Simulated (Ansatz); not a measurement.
AlCo, response to strain

Take AlCo in the CsCl type structure (space group Pm-3m, No. 221; a = 2.824 Å; weakly magnetic (sensitive to the mesh)) as the base. Axes: x, y, z lie along the cube axes.

Strains are applied to the cell and any free atomic positions relax; under biaxial strain the out-of-plane vector relaxes too.

Computed with DFT with r2SCAN, PAW potentials and a 500 eV plane-wave cutoff in Ansatz (a first-principles code), no spin-orbit coupling.

Notes on the quantities. pressure: mean of the normal stresses, compression positive.

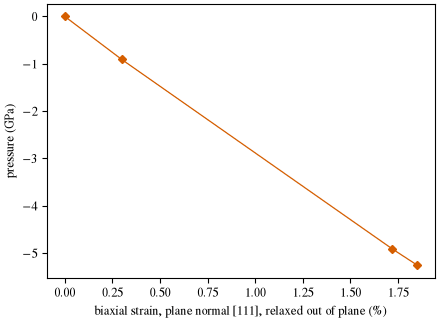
Pressure against biaxial strain, plane normal [111], relaxed out of plane

Question: From the plot, what is the pressure for biaxial strain +0.30 %, plane normal [111], relaxed out of plane?

Answer: About -0.9 GPa.

Question: Is the trend monotonic over the range shown?

Answer: Yes, it falls throughout, spanning -5.3 GPa to 0.0 GPa.

The magnetic state is the one reached from the starting moments; the real material's order can differ, and small cells can't hold many antiferromagnetic ones. Without a gap, meshes like the base's 16×16×16 leave anisotropic stresses uncertain by several tenths of a GPa, and small strain energies with them. Whether these cells are dynamically stable was not tested. Starting moments died away, wholly or in part, for biaxial strain +0.30 %, plane normal [111], relaxed out of plane and the base; another magnetic solution may exist.
